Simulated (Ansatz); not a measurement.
# Si₂H₃ (doublet): the correlation ladder at twist about Si1–Si2 = 0.0°, cc-pVDZ

Aim: climb from Hartree-Fock through coupled cluster and multireference methods for Si₂H₃ (doublet) at one geometry and basis, and see what each rung misses.

Program: Ansatz 0.2.0, Gaussian basis. Level of theory: cc-pVDZ, core rule «outside noble gas», up to 10 orbitals frozen. These are calculated values, not measurements.

Plan: UHF; CCSD(T) on ROHF; CCSD(T) on UHF; BCCD(T) on ROHF; CISD; CCSDT(Q) on ROHF; CCSDT(Q) on UHF; CASSCF and MRCISD+Q, 3 electrons in 3 orbitals; CASSCF and NEVPT2, 3 electrons in 3 orbitals.

16 further runs of the same task are left out: 10 that didn't finish, 6 set aside as unsound or not needed.

## (1) What is computed

The geometry derives from a PBE0/def2-TZVP stationary point (not a proven minimum). One half is turned about the bond named; the halves are rigid.

5 atoms, charge 0, spin multiplicity 2.

Atoms are counted from 1 here; the program's logs count them from 0.

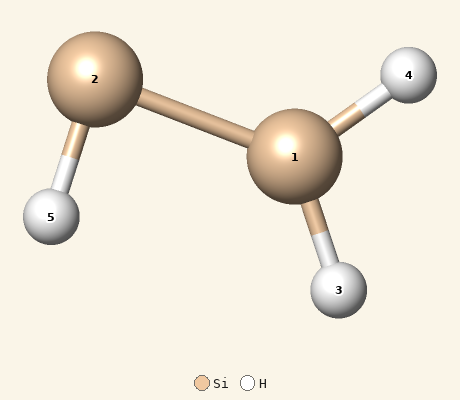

The geometry (silicon light orange, hydrogen white); atoms are numbered from 1 in the order of the file.

## (2) UHF

in.yaml reads:

```yaml
crystal:
  periodic: [false, false, false]
  atoms:
    - {symbol: Si, position_ang: [0.000000, 0.023519, 1.089742]}
    - {symbol: Si, position_ang: [0.000000, -0.076896, -1.189690]}
    - {symbol: H, position_ang: [0.000000, 1.216633, 1.985750]}
    - {symbol: H, position_ang: [0.000000, -1.180037, 1.969732]}
    - {symbol: H, position_ang: [0.000000, 1.450716, -1.170505]}
basis:
  gaussian: {orbitals: cc-pVDZ}
magnetization: {spin_polarized: true, initial_magnetization: 1}
hamiltonian: {xc: hf}
output: {orbitals: {seedname: orbitals}}
```

Run with:

```sh
$ ansatz run in.yaml --threads 1 --pin off --events-out ev --progress --plain --max-ram 2393MiB
```

Further steps of the session: CCSD(T) on ROHF; CCSD(T) on UHF; BCCD(T) on ROHF; CISD; CCSDT(Q) on ROHF; CCSDT(Q) on UHF; CASSCF and MRCISD+Q, 3 electrons in 3 orbitals; CASSCF and NEVPT2, 3 electrons in 3 orbitals.

Q: Predict the results of all the runs planned. Wanted: UCCSDT(Q) below the RHF energy; RMP2 from UCCSDT(Q); UMP2 from UCCSDT(Q); RCCSD from UCCSDT(Q); RCCSD(T) from UCCSDT(Q); UCCSD(T) from UCCSDT(Q); RCCSDT(Q) from UCCSDT(Q); NEVPT2 pair from UCCSDT(Q); MRCISD+Q pair from UCCSDT(Q).

As calculated:

```
                         quantity                      value
   UCCSDT(Q) below the RHF energy                 -6.1461 eV
              RMP2 from UCCSDT(Q)            +31.91 kcal/mol
              UMP2 from UCCSDT(Q)            +32.27 kcal/mol
             RCCSD from UCCSDT(Q)             +5.52 kcal/mol
          RCCSD(T) from UCCSDT(Q)             +1.17 kcal/mol
          UCCSD(T) from UCCSDT(Q)             +1.18 kcal/mol
         RCCSDT(Q) from UCCSDT(Q)             +0.01 kcal/mol
       NEVPT2 pair from UCCSDT(Q)            +31.87 kcal/mol
     MRCISD+Q pair from UCCSDT(Q)             +2.24 kcal/mol
levels within 1 kcal/mol (43 meV)  RCCSDT, UCCSDT, RCCSDT(Q)
                    T1 diagnostic                      0.018
```

In words: RCCSD(T) misses by +1.17 kcal/mol, 0.8 % of the correlation energy. Of the multireference levels listed MRCISD+Q pair comes nearest in total energy (+2.24 kcal/mol), which doesn't show that its space is the better one. These misses are within one basis, not against nature; the frozen cores of restricted and unrestricted runs differ, which can shift their rows.
